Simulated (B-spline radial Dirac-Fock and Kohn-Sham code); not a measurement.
Neutral rubidium. Method: Dirac partial waves in the static Dirac–Fock field with Furness–McCarthy exchange, no polarisation or absorption (computed with a B-spline radial code).

What should this plot look like? Differential cross section for elastic electron scattering against angle at 60.5 eV, 370 eV and 72.0 keV, computed at the marked angles.

At 60.5 eV the cross section is 155 bohr²/sr at 5°, 0.86 at 90° and 1.1 at 175°, with minima near 50° and 115°; the integral is 51.4 bohr². At 370 eV the cross section is 98.2 bohr²/sr at 5°, 0.20 at 90° and 1.8 at 175°, with minima near 75° and 130°; the integral is 15.4 bohr². At 72.0 keV the cross section is 1.66 bohr²/sr at 5°, 6.3 × 10⁻⁵ at 90° and 1.4 × 10⁻⁵ at 175°, without a marked minimum on this grid; the integral is 0.474 bohr². The model is rough under about 200 eV.

Here it is:

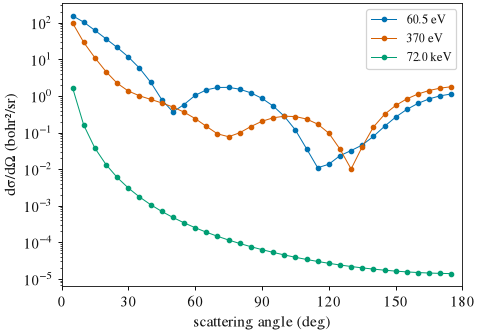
